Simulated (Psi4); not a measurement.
# MP2/def2-SVP (Cholesky decomposition, core potential, density fitting for correlation, cholesky tolerance 0.001, sweep point 6) run of SnNH4Cl (SMILES [NH2][SnH2][Cl])

Aim: the vertical ionisation energy of SnNH4Cl at MP2/def2-SVP (Cholesky decomposition, core potential, density fitting for correlation, cholesky tolerance 0.001, sweep point 6), from 2 runs. Input form: a Python script.

Program for the calculation: Psi4 1.11.

14 further runs of the same task are left out: 12 that didn't finish, 2 set aside as unsound or not needed. Runs told in other sessions of the task aren't counted.

### Step 1. Starting point

The species is SnNH4Cl (7 atoms), meant as a singlet with charge 0. SMILES: `[NH2][SnH2][Cl]`. The shape is that of a PBE0-D4/def2-TZVP optimisation. This is one conformer, not always the lowest.

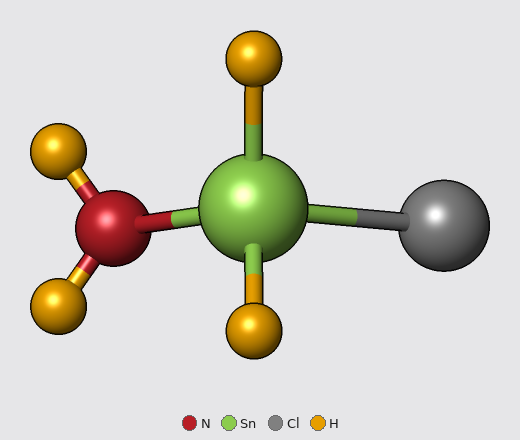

The structure, seen from a chosen angle (nitrogen red, tin green, chlorine grey, hydrogen amber).

### Step 2. The energy at MP2/def2-SVP (Cholesky decomposition, core potential, density fitting for correlation, cholesky tolerance 0.001, sweep point 6)

Input file calc.py:

```python
import psi4

psi4.set_memory('1600 MB')
psi4.set_num_threads(1)
psi4.set_output_file('psi4.out', False)

m = psi4.geometry("""
0 1
N     -0.972800    -0.020100    -0.835200
Sn     0.562300     0.041400     0.449100
Cl     0.846400    -2.133500     1.251000
H     -1.803500     0.485500    -0.566500
H     -0.756400     0.165200    -1.803000
H      0.172800     0.976800     1.814600
H      2.012400     0.416800    -0.355700
units angstrom
symmetry c1
""")

psi4.set_options(dict(basis='def2-SVP', puream=True, scf_type='cd', num_frozen_docc=10, cholesky_tolerance=0.001))

result = psi4.energy('mp2')
print(f'mp2 energy: {result:.10f} Eh')
```

Launch:

```
$ python calc.py
```

psi4.out:

```text
[...]
    !!!  WARNING: ECP capability is in beta. Please check occupations closely.  !!!
[...]
  Running in c1 symmetry.
[...]
  Nuclear repulsion =  186.923705781262044
[...]
  Multiplicity = 1
[...]
  Nalpha       = 25
  Nbeta        = 25
[...]
    Number of basis functions: 78
[...]
   @RHF iter   1:  -729.34514046400500   -2.02467e+00   6.28057e-03 DIIS/ADIIS
[...]
   @RHF iter  12:  -729.45875605053391   -1.59162e-12   2.10021e-09 DIIS
[...]
    Orbital Energies [Eh]
    ---------------------
    Doubly Occupied:
       1A   -104.757338     2A    -15.547844     3A    -10.519462
       4A     -7.994117     5A     -7.991706     6A     -7.991698
       7A     -5.900808     8A     -4.092879     9A     -4.089850
      10A     -4.089323    11A     -1.366872    12A     -1.363258
      13A     -1.359167    14A     -1.355077    15A     -1.354252
      16A     -1.101960    17A     -1.041152    18A     -0.677970
      19A     -0.650988    20A     -0.522727    21A     -0.487187
      22A     -0.478336    23A     -0.432360    24A     -0.424424
      25A     -0.404921
[...]
  @RHF Final Energy:  -729.45875605053391
   => Energetics <=
    Nuclear Repulsion Energy =            186.9237057812620435
    One-Electron Energy =               -1460.7735677654516167
    Two-Electron Energy =                 544.3911059336556946
    Total Energy =                       -729.4587560505339070
[...]
 Multipole Moments:
 ------------------------------------------------------------------------------------
     Multipole            Electronic (a.u.)      Nuclear  (a.u.)        Total (a.u.)
 ------------------------------------------------------------------------------------
 L = 1.  Multiply by 2.5417464519 to convert [e a0] to [Debye]
 Dipole X            :          8.2227341           -8.3750827           -0.1523486
 Dipole Y            :         27.6044838          -26.1362595            1.4682243
 Dipole Z            :         -0.1596598           -0.3481298           -0.5077897
 Magnitude           :                                                    1.5610070
[...]
```

The script printed:

```text
mp2 energy: -729.8787557226 Eh
```

Run time: 3.9 s. Hardware: 1 thread of Intel Xeon 6975P-C (Granite Rapids), shared host; peak memory 0.21 GiB.

### Step 3. The doublet cation, same level

Input file job.py:

```python
import psi4

psi4.set_memory('1600 MB')
psi4.set_num_threads(1)
psi4.set_output_file('run.log', False)

molecule = psi4.geometry("""
1 2
N     -0.972800    -0.020100    -0.835200
Sn     0.562300     0.041400     0.449100
Cl     0.846400    -2.133500     1.251000
H     -1.803500     0.485500    -0.566500
H     -0.756400     0.165200    -1.803000
H      0.172800     0.976800     1.814600
H      2.012400     0.416800    -0.355700
units angstrom
symmetry c1
""")

options = {'reference': 'uhf', 'puream': True, 'scf_type': 'cd', 'num_frozen_docc': 10, 'cholesky_tolerance': 0.001, 'maxiter': 150, 'guess': 'sap', 'd_convergence': 1e-06, 'orbital_optimizer_package': 'ooo'}
psi4.set_options(options)

energy_value = psi4.energy('mp2/def2-SVP')
print(f'total energy {energy_value:.8f} hartree = {energy_value * 27.211386:.5f} eV')
```

Launch:

```
$ python job.py
```

run.log:

```text
[...]
    !!!  WARNING: ECP capability is in beta. Please check occupations closely.  !!!
[...]
  Running in c1 symmetry.
[...]
  Nuclear repulsion =  186.923705781262044
[...]
  Multiplicity = 2
[...]
  Nalpha       = 25
  Nbeta        = 24
[...]
    Number of basis functions: 78
[...]
   @UHF iter   1:  -539.11358083759592   -5.39114e+02   2.64402e-01 ODA
[...]
   @UHF iter  17:  -729.14629070555031   -3.19346e-09   2.00616e-07 Converged
[...]
   @S^2 Observed:                7.594328872E-01
[...]
    Orbital Energies [Eh]
    ---------------------
    Alpha Occupied:
       1A   -104.939603     2A    -15.948492     3A    -10.700648
       4A     -8.175538     5A     -8.172390     6A     -8.172299
       7A     -6.117740     8A     -4.311800     9A     -4.306863
      10A     -4.303409    11A     -1.602281    12A     -1.580693
      13A     -1.573951    14A     -1.569916    15A     -1.569356
      16A     -1.496415    17A     -1.218583    18A     -1.014272
      19A     -0.961389    20A     -0.896737    21A     -0.785322
      22A     -0.676032    23A     -0.645411    24A     -0.608719
      25A     -0.597886
    Alpha Virtual:
[...]
  @UHF Final Energy:  -729.14629070555156
   => Energetics <=
    Nuclear Repulsion Energy =            186.9237057812620435
    One-Electron Energy =               -1449.3732330989698767
    Two-Electron Energy =                 533.3032366121562973
    Total Energy =                       -729.1462907055515643
  UHF NO Occupations:
  HONO-2 :   23  A 1.9990220
  HONO-1 :   24  A 1.9976374
  HONO-0 :   25  A 1.0000000
  LUNO+0 :   26  A 0.0023626
  LUNO+1 :   27  A 0.0009780
[...]
 Multipole Moments:
 ------------------------------------------------------------------------------------
     Multipole            Electronic (a.u.)      Nuclear  (a.u.)        Total (a.u.)
 ------------------------------------------------------------------------------------
 L = 1.  Multiply by 2.5417464519 to convert [e a0] to [Debye]
 Dipole X            :          6.4465356           -8.3750827           -1.9285471
 Dipole Y            :         28.0643367          -26.1362595            1.9280771
 Dipole Z            :         -1.7834685           -0.3481298           -2.1315984
 Magnitude           :                                                    3.4612840
[...]
```

The script printed:

```text
total energy -729.52224137 hartree = -19851.31131 eV
```

Wall time 3.3 s (1 thread of Intel Xeon 6975P-C (Granite Rapids), shared host); peak memory 0.2 GiB.

### Step 4. What came out

At MP2/def2-SVP (Cholesky decomposition, core potential, density fitting for correlation, cholesky tolerance 0.001, sweep point 6), 10 core orbitals frozen:

| quantity | value |
| --- | --- |
| singlet SnNH4Cl: total energy | -729.87876 Eh |
| singlet SnNH4Cl: HOMO energy (Hartree–Fock orbitals) | -11.02 eV |
| singlet SnNH4Cl: LUMO energy (Hartree–Fock orbitals) | 3.09 eV |
| singlet SnNH4Cl: HOMO–LUMO gap (Hartree–Fock orbitals) | 14.11 eV |
| singlet SnNH4Cl: correlation energy (10 core orbitals frozen) | -420.0 mEh |
| doublet cation: total energy | -729.52224 Eh |
| doublet cation: HOMO energy (Hartree–Fock orbitals) (highest over α and β) | -16.24 eV |
| doublet cation: LUMO energy (Hartree–Fock orbitals) (lowest over α and β) | -6.49 eV |
| doublet cation: correlation energy (10 core orbitals frozen) | -376.0 mEh |
| doublet cation: ⟨S²⟩ of the reference determinant | 0.759 |
| vertical ionisation energy (to the doublet cation) | 9.701 eV |

**Reading.** The vertical ionisation energy comes to 9.70 eV (224 kcal/mol).
